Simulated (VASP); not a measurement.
Energy against volume of BP (zinc blende). These are r2SCAN+rVV10, VASP's PBE PAW potentials (set 64) (plane waves; VASP) values and carry that method's errors.

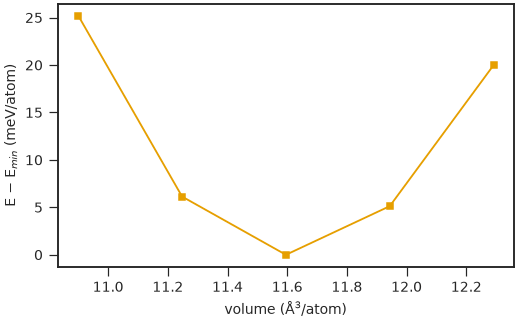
Figure. Energy against volume

Question: Estimate the equilibrium volume and the bulk modulus.

Answer: The minimum lies near 11.6 Å³/atom, and the curvature gives B0 of about 170 GPa.

Measured: bulk modulus 176 GPa at 0 K (computed value off by -2.7 %), as given by Tamar Goldzak et al., The Journal of Chemical Physics (2022), arXiv:2208.04865 [0 K, zero-point effect removed]; a 4.525 Å at 0 K (computed value off by +0.1 %), as given by Daniel Mejia-Rodriguez et al., Physical Review B (2018), arXiv:1807.09216 [static lattice: zero-point anharmonic expansion removed].

The compound is BP in the zinc blende structure. It was relaxed first.
